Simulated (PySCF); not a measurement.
Input

```
{"job": {"kind": "nmr", "xc": "PBE0", "basis": "aug-pcSseg-1"}, "charge": -1, "multiplicity": 1}
N      0.911198     1.575892    -0.215418
Si    -0.117726     1.243597     1.101183
N     -0.813486    -0.356438     0.976628
Si    -0.329268    -1.628332    -0.122296
N      0.729618    -1.038443    -1.319076
Si     0.785019     0.735755    -1.868303
H      1.817383     1.976192    -0.002089
H     -1.328415     2.140144     1.275505
H      0.650396     1.442166     2.396877
H     -1.793973    -0.394986     1.237838
H      0.328589    -2.794916     0.595017
H     -1.648775    -2.210067    -0.591915
H      1.566586    -1.578562    -1.504398
H     -0.761177     0.874707    -1.944105
```

Launched as:

```sh
OMP_NUM_THREADS=1 python cluster_run.py task.json out
```

Geometry: PBE0-D3(BJ)/def2-SVP.

Level of theory: PBE0/aug-pcSseg-1, SCF density, gas phase, non-relativistic in PySCF 2.14.0.

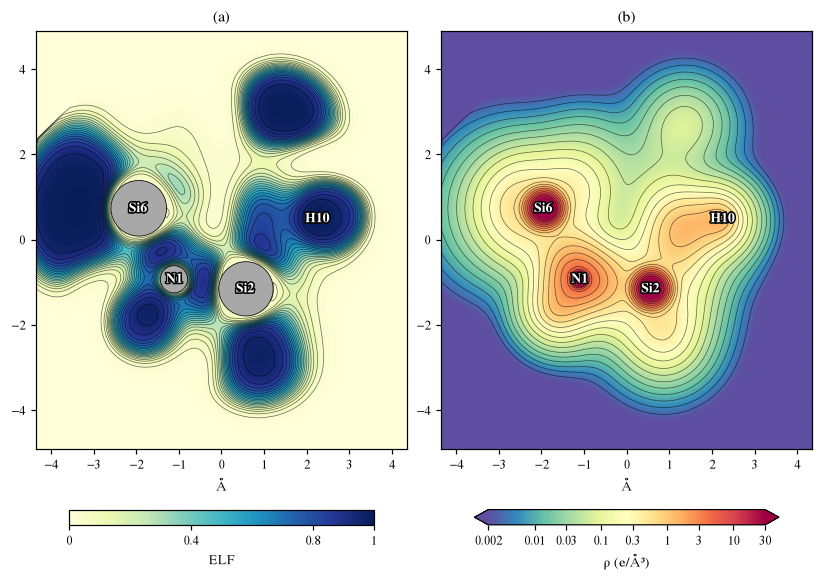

H8N3Si3 (charge −1). (a) electron localisation function; (b) electron density on the plane of atoms Si2, N1 and Si6. Grey discs cover the atomic cores in the ELF map.

What do the fields say about this system?

Answer. The plane passes through N, Si and H nuclei.
Si–N (1.70 Å): ρ is about 1.1 e/Å³ halfway; the ELF peaks at about 0.90 between the atoms (a shared but strongly polarised pair).
Si–N (1.86 Å): ρ at the midpoint is about 0.82 e/Å³; the ELF peaks at about 0.90 between the atoms: a polar covalent bond.
The ELF also peaks beside Si6, away from the bonds: lone-pair regions.
